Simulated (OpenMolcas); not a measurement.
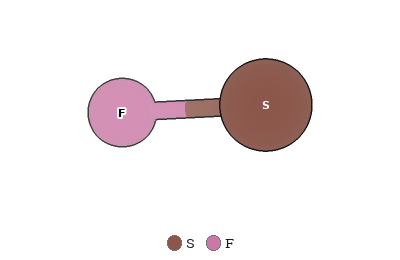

*The molecule at the reference distance of 1.637 Å.*

# SF: relativistic diatomic calculation (part 1 of 2)

System: SF.
Method: SA-CASSCF(9,6)/XMS-CASPT2 + RASSI spin-orbit (X2C scalar, AMFI), ANO-RCC-VTZP (OpenMolcas).

## Input file
```
&GATEWAY
Coord
2
angstrom
S 0.0 0.0 0.0
F 0.0 0.0 1.6370
Basis=ANO-RCC-VTZP
Group=XY
RX2C
AMFI
ANGMom
0.0 0.0 0.0
RICD
&SEWARD
&GUESSORB
&RASSCF
FileOrb=$CurrDir/o22.orb
Symmetry=2
Spin=2
nActEl=9 0 0
Inactive=6 2
RAS2=2 4
CIRoot=4 4 1
Linear
Iterations=120 100
OrbListing=Nothing
PRWF=0.15
>>COPY $Project.RasOrb $CurrDir/o22.orb
>>COPY $Project.rasscf.h5 $CurrDir/r22.h5
&CASPT2
XMultistate=all
Imaginary=0.2
IPEA=0.25
MaxIter=40
>>COPY $Project.JobMix JOB001
&RASSCF
FileOrb=$CurrDir/o41.orb
Symmetry=1
Spin=4
nActEl=9 0 0
Inactive=6 2
RAS2=2 4
CIRoot=3 3 1
Linear
Iterations=120 100
OrbListing=Nothing
PRWF=0.15
>>COPY $Project.RasOrb $CurrDir/o41.orb
>>COPY $Project.rasscf.h5 $CurrDir/r41.h5
&CASPT2
XMultistate=all
Imaginary=0.2
IPEA=0.25
MaxIter=40
>>COPY $Project.JobMix JOB002
&RASSCF
FileOrb=$CurrDir/o21.orb
Symmetry=1
Spin=2
nActEl=9 0 0
Inactive=6 2
RAS2=2 4
CIRoot=5 5 1
Linear
Iterations=120 100
OrbListing=Nothing
PRWF=0.15
>>COPY $Project.RasOrb $CurrDir/o21.orb
>>COPY $Project.rasscf.h5 $CurrDir/r21.h5
&CASPT2
XMultistate=all
Imaginary=0.2
IPEA=0.25
MaxIter=40
>>COPY $Project.JobMix JOB003
&RASSI
Nr of JobIphs=3 4 3 5
1 2 3 4
1 2 3
1 2 3 4 5
SpinOrbit
EJob
Omega
MEES
MESO
Properties=4
'AngMom' 3 'Mltpl  1' 1 'Mltpl  1' 2 'Mltpl  1' 3
Thrs=1.0d-4
>>COPY $Project.rassi.h5 $CurrDir/so.h5
```

The first orbital files come from an earlier step.

Hardware: 1 thread of Arm Neoverse V1, 24 GiB of memory available, shared host.

Command:
```bash
pymolcas m.inp (one call a module block, same work directory)
```

## Output (extracts)
```
++    Wave function specifications:
      Number of closed shell electrons          16
      Number of electrons in active shells       9
      Number of inactive orbitals                8
      Number of active orbitals                  6
      Number of secondary orbitals              50
      Spin quantum number                      0.5
      State symmetry                             2
++    Orbital specifications:
      Symmetry species                           1   2
                                                 a   b
      Frozen orbitals                            0   0
      Inactive orbitals                          6   2
      Active orbitals                            2   4
      RAS2 orbitals                              2   4
      Secondary orbitals                        26  24
      Number of basis functions                 34  30
      printout of CI-coefficients larger than  0.15 for root  1
      energy=    -498.161427
      conf/sym  11 2222     Coeff  Weight
            26  ud 2u22  -0.16154 0.02609
            27  02 222u  -0.91158 0.83097
            29  02 2u22  -0.33138 0.10981
      printout of CI-coefficients larger than  0.15 for root  2
      energy=    -498.161427
      conf/sym  11 2222     Coeff  Weight
            28  02 22u2   0.91158 0.83097
            34  ud u222   0.16154 0.02609
            35  02 u222   0.33138 0.10981
      printout of CI-coefficients larger than  0.15 for root  3
      energy=    -497.923042
      conf/sym  11 2222     Coeff  Weight
            25  ud 22u2   0.23280 0.05420
            28  02 22u2  -0.35093 0.12315
            35  02 u222   0.89687 0.80437
      printout of CI-coefficients larger than  0.15 for root  4
      energy=    -497.923042
      conf/sym  11 2222     Coeff  Weight
            24  ud 222u  -0.23280 0.05420
            27  02 222u   0.35093 0.12315
            29  02 2u22  -0.89687 0.80437
      Natural orbitals and occupation numbers for root  1
      sym 1:   0.051004   1.951226
      sym 2:   1.999592   1.987848   1.998781   1.011548
      Natural orbitals and occupation numbers for root  2
      sym 1:   0.051004   1.951226
      sym 2:   1.987848   1.999592   1.011548   1.998781
      Natural orbitals and occupation numbers for root  3
      sym 1:   0.055568   1.953075
      sym 2:   1.039894   1.999842   1.955810   1.995812
      Natural orbitals and occupation numbers for root  4
      sym 1:   0.055568   1.953075
      sym 2:   1.999842   1.039894   1.995812   1.955810
      RASSCF energy for state  4                   -497.92304162
::    RASSCF root number  1 Total energy:   -498.16142661
::    RASSCF root number  2 Total energy:   -498.16142661
::    RASSCF root number  3 Total energy:   -497.92304162
::    RASSCF root number  4 Total energy:   -497.92304162
      Von Neumann Entropy (Root   1) =  0.67705
++    Wave function specifications:
      Number of closed shell electrons           4
      Number of electrons in active shells       9
      Number of inactive orbitals                2
      Number of active orbitals                  6
      Number of secondary orbitals              50
      Spin quantum number                      0.5
      State symmetry                             2
      Number of CSFs                            36
      Number of CASSCF root(s) available         4
      CASPT2 state passed to geometry opt.       4
      A file JOBMIX will be created
      This is a MULTI-STATE CASSCF reference
      Number of CI roots used                    4
      These are:                                 1   2   3   4
      Off-diagonal elements of Heff are computed
  FINAL CASPT2 RESULT:
      Reference energy:        -498.1614266144
      E2 (Non-variational):      -0.3826309543
      Shift correction:          -0.0022190801
      E2 (Variational):          -0.3848500343
      Total energy:            -498.5462766487
      Reference weight:           0.89814
  FINAL CASPT2 RESULT:
      Reference energy:        -498.1614266142
      E2 (Non-variational):      -0.3826309552
      Shift correction:          -0.0022190801
      E2 (Variational):          -0.3848500354
      Total energy:            -498.5462766495
      Reference weight:           0.89814
  FINAL CASPT2 RESULT:
      Reference energy:        -497.9230416228
      E2 (Non-variational):      -0.3724455442
      Shift correction:          -0.0023400969
      E2 (Variational):          -0.3747856412
      Total energy:            -498.2978272639
      Reference weight:           0.89696
  FINAL CASPT2 RESULT:
      Reference energy:        -497.9230416228
      E2 (Non-variational):      -0.3724455474
      Shift correction:          -0.0023400977
      E2 (Variational):          -0.3747856451
      Total energy:            -498.2978272678
      Reference weight:           0.89696
       Total XMS-CASPT2 energies:
::    XMS-CASPT2 Root  1     Total energy:   -498.54592951
::    XMS-CASPT2 Root  2     Total energy:   -498.54592951
::    XMS-CASPT2 Root  3     Total energy:   -498.29817441
::    XMS-CASPT2 Root  4     Total energy:   -498.29817440
++    Wave function specifications:
      Number of closed shell electrons          16
      Number of electrons in active shells       9
      Number of inactive orbitals                8
      Number of active orbitals                  6
      Number of secondary orbitals              50
      Spin quantum number                      1.5
      State symmetry                             1
      printout of CI-coefficients larger than  0.15 for root  1
      energy=    -498.040729
      conf/sym  11 2222     Coeff  Weight
             1  2u 22uu   0.19835 0.03934
             4  u2 22uu   0.95999 0.92157
      printout of CI-coefficients larger than  0.15 for root  2
      energy=    -497.874983
      conf/sym  11 2222     Coeff  Weight
             5  u2 2u2u   0.70405 0.49569
            11  u2 u2u2  -0.70405 0.49569
      printout of CI-coefficients larger than  0.15 for root  3
      energy=    -497.874983
      conf/sym  11 2222     Coeff  Weight
             6  u2 2uu2  -0.70405 0.49569
            10  u2 u22u  -0.70405 0.49569
      Natural orbitals and occupation numbers for root  1
      sym 1:   1.026611   1.973389
      sym 2:   1.972532   1.972532   1.027468   1.027468
      Natural orbitals and occupation numbers for root  2
      sym 1:   1.000000   2.000000
      sym 2:   1.500000   1.500000   1.500000   1.500000
      Natural orbitals and occupation numbers for root  3
      sym 1:   1.000000   2.000000
      sym 2:   1.500000   1.500000   1.500000   1.500000
      RASSCF energy for state  3                   -497.87498255
::    RASSCF root number  1 Total energy:   -498.04072921
::    RASSCF root number  2 Total energy:   -497.87498255
::    RASSCF root number  3 Total energy:   -497.87498255
      Von Neumann Entropy (Root   1) =  1.53958
++    Wave function specifications:
      Number of closed shell electrons           4
      Number of electrons in active shells       9
      Number of inactive orbitals                2
      Number of active orbitals                  6
      Number of secondary orbitals              50
      Spin quantum number                      1.5
      State symmetry                             1
      Number of CSFs                            12
      Number of CASSCF root(s) available         3
      CASPT2 state passed to geometry opt.       3
      A file JOBMIX will be created
      This is a MULTI-STATE CASSCF reference
      Number of CI roots used                    3
      These are:                                 1   2   3
      Off-diagonal elements of Heff are computed
  FINAL CASPT2 RESULT:
      Reference energy:        -498.0407292055
      E2 (Non-variational):      -0.4160190649
      Shift correction:          -0.0033664989
      E2 (Variational):          -0.4193855638
      Total energy:            -498.4601147693
      Reference weight:           0.87883
  FINAL CASPT2 RESULT:
      Reference energy:        -497.8749825505
      E2 (Non-variational):      -0.3601632196
      Shift correction:          -0.0018238737
      E2 (Variational):          -0.3619870933
      Total energy:            -498.2369696438
      Reference weight:           0.90622
  FINAL CASPT2 RESULT:
      Reference energy:        -497.8749825505
      E2 (Non-variational):      -0.3603845746
      Shift correction:          -0.0018331408
      E2 (Variational):          -0.3622177154
      Total energy:            -498.2372002659
      Reference weight:           0.90604
       Total XMS-CASPT2 energies:
::    XMS-CASPT2 Root  1     Total energy:   -498.46011477
::    XMS-CASPT2 Root  2     Total energy:   -498.23720031
::    XMS-CASPT2 Root  3     Total energy:   -498.23696960
++    Wave function specifications:
      Number of closed shell electrons          16
      Number of electrons in active shells       9
      Number of inactive orbitals                8
      Number of active orbitals                  6
      Number of secondary orbitals              50
      Spin quantum number                      0.5
      State symmetry                             1
      printout of CI-coefficients larger than  0.15 for root  1
      energy=    -497.992048
      conf/sym  11 2222     Coeff  Weight
            11  u2 22du  -0.48901 0.23913
            13  u2 22ud  -0.84700 0.71740
      printout of CI-coefficients larger than  0.15 for root  2
      energy=    -497.992048
      conf/sym  11 2222     Coeff  Weight
            10  u2 2220   0.69157 0.47827
            15  u2 2202  -0.69157 0.47827
      printout of CI-coefficients larger than  0.15 for root  3
      energy=    -497.984939
      conf/sym  11 2222     Coeff  Weight
            11  u2 22du   0.84871 0.72031
            13  u2 22ud  -0.49000 0.24010
      printout of CI-coefficients larger than  0.15 for root  4
      energy=    -497.958766
      conf/sym  11 2222     Coeff  Weight
            10  u2 2220  -0.67859 0.46049
            15  u2 2202  -0.67859 0.46049
      printout of CI-coefficients larger than  0.15 for root  5
      energy=    -497.886042
      conf/sym  11 2222     Coeff  Weight
            33  u0 2222   0.16510 0.02726
            34  0u 2222  -0.96642 0.93396
      Natural orbitals and occupation numbers for root  1
      sym 1:   1.021644   1.978356
      sym 2:   1.972364   1.972364   1.027636   1.027636
      Natural orbitals and occupation numbers for root  2
      sym 1:   1.021644   1.978356
      sym 2:   1.972364   1.972364   1.027636   1.027636
      Natural orbitals and occupation numbers for root  3
      sym 1:   1.021577   1.978423
      sym 2:   1.979111   1.979111   1.020889   1.020889
      Natural orbitals and occupation numbers for root  4
      sym 1:   1.013609   1.959247
      sym 2:   1.954390   1.954390   1.059181   1.059181
      Natural orbitals and occupation numbers for root  5
      sym 1:   0.047223   1.030346
      sym 2:   1.991591   1.991591   1.969624   1.969624
      RASSCF energy for state  5                   -497.88604227
::    RASSCF root number  1 Total energy:   -497.99204782
::    RASSCF root number  2 Total energy:   -497.99204782
::    RASSCF root number  3 Total energy:   -497.98493888
::    RASSCF root number  4 Total energy:   -497.95876590
::    RASSCF root number  5 Total energy:   -497.88604227
      Von Neumann Entropy (Root   1) =  1.53738
++    Wave function specifications:
      Number of closed shell electrons           4
      Number of electrons in active shells       9
      Number of inactive orbitals                2
      Number of active orbitals                  6
      Number of secondary orbitals              50
      Spin quantum number                      0.5
      State symmetry                             1
      Number of CSFs                            34
      Number of CASSCF root(s) available         5
      CASPT2 state passed to geometry opt.       5
      A file JOBMIX will be created
      This is a MULTI-STATE CASSCF reference
      Number of CI roots used                    5
      These are:                                 1   2   3   4   5
      Off-diagonal elements of Heff are computed
  FINAL CASPT2 RESULT:
      Reference energy:        -497.9920478163
      E2 (Non-variational):      -0.4157100158
      Shift correction:          -0.0025721586
      E2 (Variational):          -0.4182821744
      Total energy:            -498.4103299907
      Reference weight:           0.88556
  FINAL CASPT2 RESULT:
      Reference energy:        -497.9920478163
      E2 (Non-variational):      -0.4158705422
      Shift correction:          -0.0025886663
      E2 (Variational):          -0.4184592085
      Total energy:            -498.4105070248
      Reference weight:           0.88535
  FINAL CASPT2 RESULT:
      Reference energy:        -497.9849388761
      E2 (Non-variational):      -0.4228802457
      Shift correction:          -0.0030024612
      E2 (Variational):          -0.4258827069
      Total energy:            -498.4108215830
      Reference weight:           0.88087
  FINAL CASPT2 RESULT:
      Reference energy:        -497.9587659044
      E2 (Non-variational):      -0.4161267751
      Shift correction:          -0.0027216416
      E2 (Variational):          -0.4188484167
      Total energy:            -498.3776143210
      Reference weight:           0.88345
  FINAL CASPT2 RESULT:
      Reference energy:        -497.8860422728
      E2 (Non-variational):      -0.4219009320
      Shift correction:          -0.0043392280
      E2 (Variational):          -0.4262401600
      Total energy:            -498.3122824328
      Reference weight:           0.86612
       Total XMS-CASPT2 energies:
::    XMS-CASPT2 Root  1     Total energy:   -498.41082158
::    XMS-CASPT2 Root  2     Total energy:   -498.41050737
::    XMS-CASPT2 Root  3     Total energy:   -498.41032965
::    XMS-CASPT2 Root  4     Total energy:   -498.37682261
::    XMS-CASPT2 Root  5     Total energy:   -498.31307415
  SPIN-FREE ENERGIES:
  (Shifted by EMIN (a.u.) =       -498.5459295117)
 SF State       Relative EMIN(au)   Rel lowest level(eV)    D:o, cm**(-1)      Abs_M
     1             0.0000000000        0.0000000000              0.0000         1.0
     2             0.0000000011        0.0000000298              0.0002         1.0
     5             0.0858147424        2.3351381021          18834.1590         0.0
     8             0.1351079287        3.6764740318          29652.7628         0.0
     9             0.1354221447        3.6850242867          29721.7253         2.0
    10             0.1355998633        3.6898602559          29760.7300         2.0
    11             0.1691069040        4.6016332807          37114.6754         0.0
    12             0.2328553658        6.3363172987          51105.8456         0.0
     3             0.2477551058        6.7417598791          54375.9605         1.0
     4             0.2477551101        6.7417599945          54375.9615         1.0
     6             0.3087291986        8.4009494692          67758.2271         2.0
     7             0.3089599152        8.4072275864          67808.8635         2.0
```

(Continued in part 2.) Outcome of the run: converged; components of a degenerate state are split by 51 cm⁻¹.
